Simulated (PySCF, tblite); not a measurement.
**SiH₃O radical, a cluster model of a defect (Si site with back bonds O, [H], [H]): EPR parameters**

Wanted: the EPR parameters for `O[SiH2]`. It is drawn as: dangling bond.

Computed with tblite 0.8.0 and PySCF 2.14.0; each step states its level. No surroundings beyond the atoms listed, unless a continuum is named. Atoms count from 0, parts from 1.

## Step 1: The system as given

5 atoms, charge 0, multiplicity 2; geometry: distance geometry start.

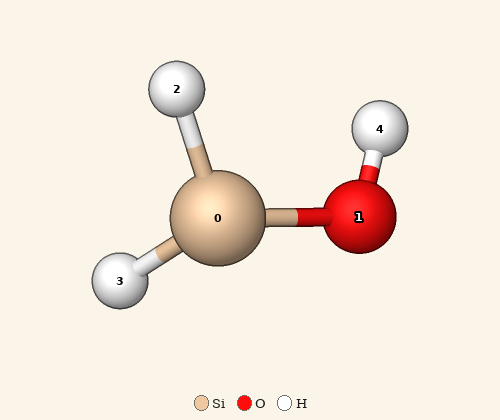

The starting geometry (silicon light orange, oxygen red, hydrogen white), atoms numbered.

## Step 2: Geometry optimisation with GFN2-xTB

What the job is given:

```
{"job": {"kind": "relax", "xc": "GFN2-xTB", "basis": "xTB"}, "charge": 0, "multiplicity": 2}
Si    -0.529860    -0.028647     0.410316
O      1.102960    -0.517236     0.273615
H     -0.739019     1.357319    -0.064983
H     -1.408140    -0.946010    -0.290105
H      1.609339     0.097322    -0.340810
```

Level: GFN2-xTB geometry optimisation, gas phase.

Started as:

```
> OMP_NUM_THREADS=1 python cluster_run.py task.json out
```

This one command runs all jobs of the session in turn.

**Question.** The jobs that follow are: PBE0-D3(BJ)/def2-SVP geometry optimisation, gas phase; UKS B3LYP, IGLO-III on O Si, pcH-1 on H, non-relativistic, mean-field spin-orbit, GIAO; UKS BHandHLYP, IGLO-III on O Si, pcH-1 on H, non-relativistic, mean-field spin-orbit, GIAO. Predict: point group; rotational constants (main isotopes); g(iso) (B3LYP); ⟨S²⟩; largest a(iso) (averaged by class).

As calculated:

| quantity | value |
| --- | --- |
| point group | Cs |
| rotational constants (main isotopes) | 111.83, 14.51, 13.90 GHz |
| g(iso) (B3LYP) | 2.00242 |
| ⟨S²⟩ | 0.751 (exact 0.75) |
| largest a(iso) (averaged by class) | 29Si on Si0, -688.0 MHz |

**Reading.** Relaxing lowered the energy by 0.130 eV in 5 steps; the close pair that moved most is Si0–O1, from 1.596 to 1.666 Å (PBE0/def2-SVP). Most of the unpaired spin sits on Si0 (0.91 e). The isotropic g lies 0.1 ppt above the free-electron value. The coupling of 29Si on Si0 runs from -715.9 (BHandHLYP/IGLO-III+pcH-1) to -688.0 MHz (B3LYP/IGLO-III+pcH-1).
